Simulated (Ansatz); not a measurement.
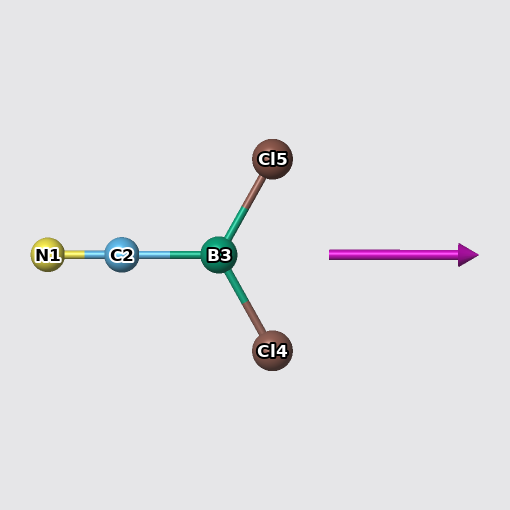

The arrow beside the molecule shows the direction of the dipole moment, from the negative to the positive end (its length means nothing). The computed structure is the end point of a PBE-D4/def2-SVP optimisation. No frequency run is at hand to confirm it as a minimum. Method: RKS PBE-D4/def2-SVP (Ansatz 0.2.0).

> How large is the dipole moment?

2.33 D; it points from the side of N1 to the side of Cl4, Cl5 (the outermost atoms at the two ends).
